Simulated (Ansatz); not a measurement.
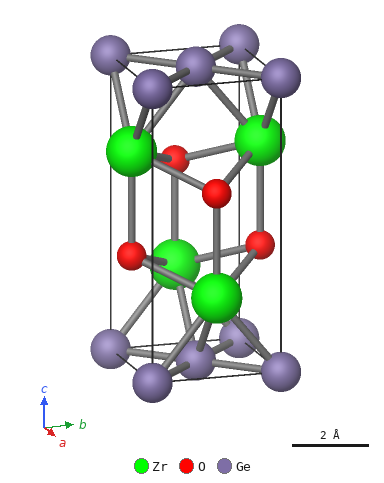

An orthographic ball-and-stick view of the structure, slightly off an axis. Atoms at the boundary of the simulation cell (the box) are drawn once for each face, edge or corner they touch.

```yaml
crystal:
  lattice:
    - [3.57062, 0.00000, 0.00000]
    - [0.00000, 3.57062, 0.00000]
    - [0.00000, 0.00000, 8.04404]
  atoms:
    - { symbol: Zr, position: [0.00000, 0.50000, 0.27000] }
    - { symbol: Zr, position: [0.50000, 0.00000, 0.73000] }
    - { symbol: O, position: [0.00000, 0.50000, 0.62500] }
    - { symbol: O, position: [0.50000, 0.00000, 0.37500] }
    - { symbol: Ge, position: [0.00000, 0.00000, 0.00000] }
    - { symbol: Ge, position: [0.50000, 0.50000, 0.00000] }
```

Level of theory and settings: DFT, PAW plane waves, HSE06 (Ansatz), an energy cutoff of 420 eV, Brillouin-zone sampling on a 3×3×1 mesh, Gaussian smearing of 0.074 eV, no spin polarisation. The pressure of the cell is -19 GPa.

Q: What are the atomic charges by Bader's partition?

A: Zr +2.05 e; Ge -0.68 e; O -1.37 e. The transfer is large, as in an ionic solid.

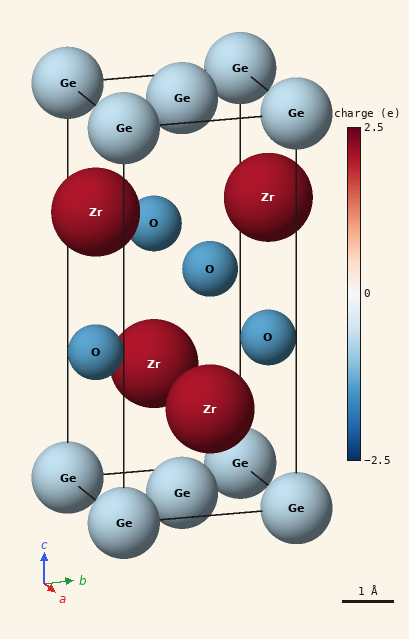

The atoms coloured by those charges.

The picture shows a generated cell, made by putting these elements into a known structure type (the compound may or may not exist in this form); the geometry isn't optimised. It went into a calculation with Ansatz.

At this level of theory the cell isn't at rest (stretched, at -19 GPa and forces up to 2.8 eV/Å), so its distances can differ from those at equilibrium, the more so the softer the solid.
